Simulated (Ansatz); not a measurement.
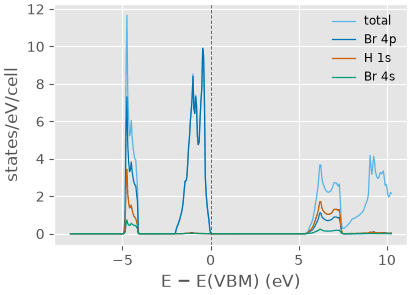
Total and projected density of states of HBr in space group Cmc2_1 (No. 36; H on 4a, Br on 4a), the program Ansatz at the r²SCAN+D4 level (PAW)

Problem. Which orbitals carry the states next to the gap?

Solution. Top 1 eV of the valence band: Br 4p 99 %. Bottom 1 eV of the conduction band: H 1s 47 %, Br 4p 30 %, Br 4s 7 %, outside the projected shells 17 %. Projections are on Löwdin-orthogonalised atomic valence shells; empty p or d shells of many metals are not among them.

Problem. Where is the tallest occupied peak in this window, and what makes it?

Solution. Near -4.8 eV, about 12 states/eV per cell; the largest projected share is Br 4p.

The workflow started from an entry of the Crystallography Open Database (COD), which files this formula under 3 space groups. The r²SCAN+D4 relaxation kept the symmetry of its start; of distortions, only those at the zone centre were tested. The substance is a gas or liquid at ambient conditions. Scalar-relativistic: spin–orbit coupling is off unless named, which matters more the heavier the elements.

Potentials: the later of the program's two PAW sets.
